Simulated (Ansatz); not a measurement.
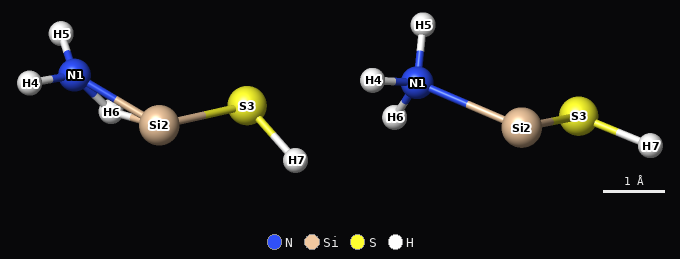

Two geometries of SiNH₄S (charge +1), drawn at one scale. One is the start of a relaxation, the other its converged end. The picture is a ball-and-stick view, seen from a free direction.

The calculation used RKS PBE-D4/def2-SVP (Ansatz 0.2.0). Set-up: force threshold 0.03 eV/Å; at most 250 steps.

Which of the two is the end point?

The right one is the relaxed one. It is one of the separated reactants of a reaction. After 9 accepted moves (10 points after the start) the energy has fallen by 9.454 eV. Largest force component: 31 eV/Å at the start, 0.017 eV/Å at the end. The line search rejected the trial step at point 7 of the run. The largest move after the best rigid fit is that of H6, 1.02 Å. Largest moves by element: H 1.02 Å, Si 0.66 Å, S 0.23 Å, N 0.21 Å. Some distances before and after: Si2–H6 1.049 → 2.641 Å, N1–Si2 1.642 → 2.055 Å, Si2–S3 2.042 → 2.127 Å, N1–H4 1.012 → 1.036 Å. Bonds break, among them: Si2–H6 (1.05 → 2.64 Å). Bond angles that change, for instance: Si2–N1–H6 38.1° → 113.1°, N1–Si2–S3 119.9° → 90.1°, H4–N1–H6 135.9° → 106.5°.
